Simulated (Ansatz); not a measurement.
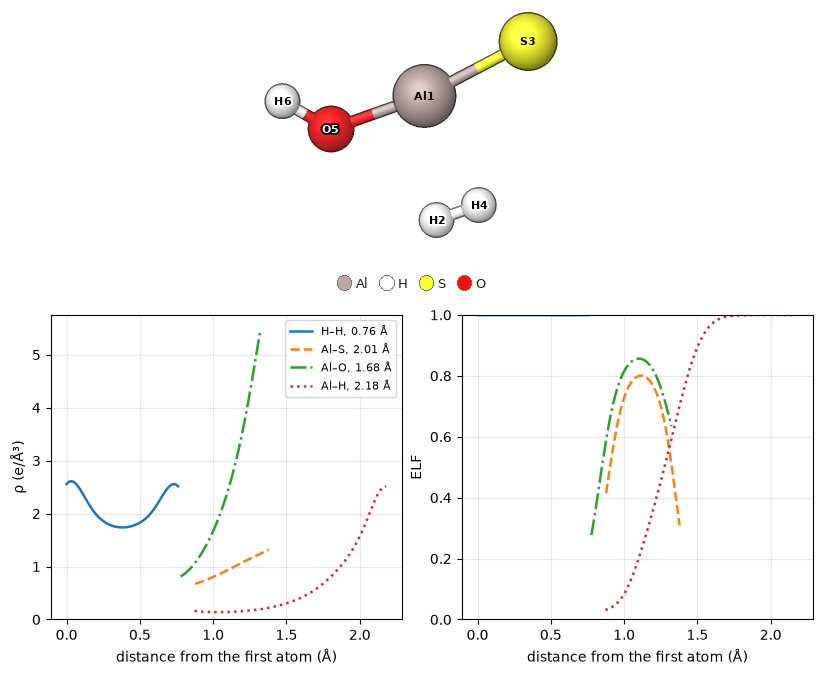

Figure 1: AlHOS···H2. Electron density and electron localisation function along straight lines between neighbouring atoms. The curves leave out the atomic cores. The structure is drawn too.

The product side of a reaction path; geometry: PBE0-D4/def2-TZVP.

The calculation used RKS PBE0-D4/def2-TZVPP (Ansatz).

```xyz
6

Al   -0.6012   -0.1404   -0.2981
H     1.6305    0.2016   -0.0725
S    -1.2047   -0.5972   -2.1548
H     1.5109    0.0373   -0.8054
O    -0.3386    0.2228    1.3200
H    -0.9968    0.2758    2.0108
```

Q: Compare the contacts.

A: H–H (0.76 Å): ρ is about 1.7 e/Å³ halfway; the ELF peaks at about 1 between the atoms.
Al–S (2.01 Å): ρ at the midpoint is about 0.81 e/Å³; the ELF peaks at about 0.80 in the valence shell of S, 0.9 Å from its nucleus, and is about 0.75 at the midpoint.
Al–O (1.68 Å): the density is about 0.95 e/Å³ at the midpoint; the ELF peaks at about 0.85 in the valence shell of O, 0.6 Å from its nucleus, and is about 0.45 at the midpoint.
Al1···H4 (2.18 Å): the density falls to about 0.14 e/Å³ on the way; the ELF climbs to about 1 towards the hydrogen.
